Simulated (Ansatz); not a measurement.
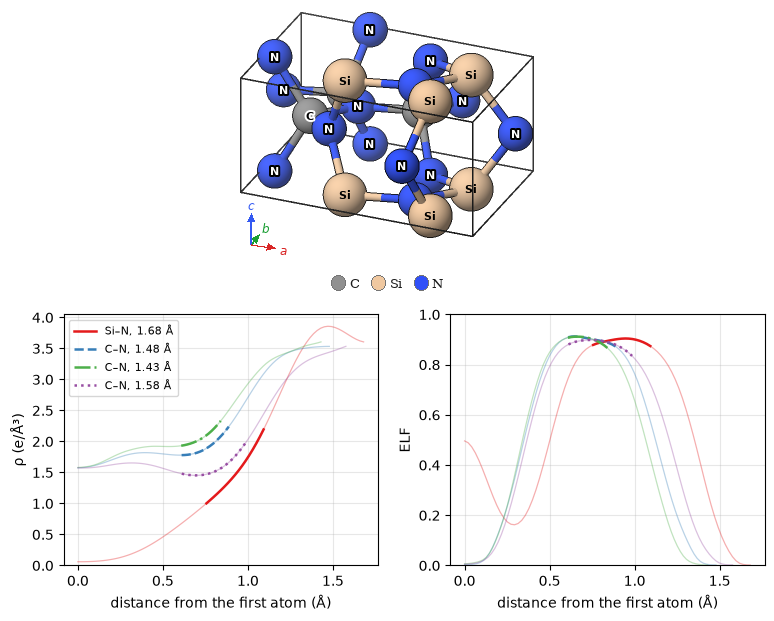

Figure. Si3C3N8. Valence charge density (pseudo) and ELF along straight lines between neighbouring atoms. Thin, pale parts lie inside the atomic spheres. The structure is drawn too.

Space group P-6; a structure from a database of computed crystals, not necessarily the ambient phase; started from the beta-nitride host prototype, which need not be the ambient phase; not relaxed (largest force 0.3 eV/Å); computed pressure about 6 GPa in this cell.

Level of theory: DFT, PBE, plane waves, PAW (Ansatz 0.2.0).

The density is the valence pseudo-density of a PAW calculation; it isn't the true density close to the nuclei.

```cif
data_structure
_symmetry_space_group_name_H-M 'P 1'
_symmetry_Int_Tables_number 1
_cell_length_a 7.0424
_cell_length_b 7.0424
_cell_length_c 2.6683
_cell_angle_alpha 90.000
_cell_angle_beta 90.000
_cell_angle_gamma 120.000
_cell_volume 114.61
loop_
_atom_site_label
_atom_site_type_symbol
_atom_site_fract_x
_atom_site_fract_y
_atom_site_fract_z
_atom_site_occupancy
C1 C 0.23669 0.81092 0.50000 1
Si1 Si 0.39059 0.22557 0.00000 1
Si2 Si 0.83499 0.60941 0.00000 1
C2 C 0.18908 0.42577 0.50000 1
C3 C 0.57423 0.76331 0.50000 1
Si3 Si 0.77443 0.16501 0.00000 1
N1 N 0.33333 0.66667 0.50000 1
N2 N 0.66667 0.33333 0.00000 1
N3 N 0.00234 0.69833 0.50000 1
N4 N 0.31036 0.94840 0.00000 1
N5 N 0.63804 0.68964 0.00000 1
N6 N 0.30167 0.30401 0.50000 1
N7 N 0.05160 0.36196 0.00000 1
N8 N 0.69599 0.99766 0.50000 1
```

What kind of bonding do the profiles show?

Si–N (1.68 Å): the density is about 1.2 e/Å³ at the midpoint; the ELF peaks at about 0.90 between the atoms: a polar covalent bond.
C–N (1.48 Å): ρ is about 1.9 e/Å³ halfway; the ELF peaks at about 0.90 between the atoms, as expected for a shared electron pair.
C–N (1.43 Å): the density is about 2 e/Å³ at the midpoint; the ELF peaks at about 0.90 between the atoms, as expected for a shared electron pair.
C–N (1.58 Å): ρ is about 1.5 e/Å³ halfway; the ELF peaks at about 0.90 between the atoms; localised, covalent bonding.
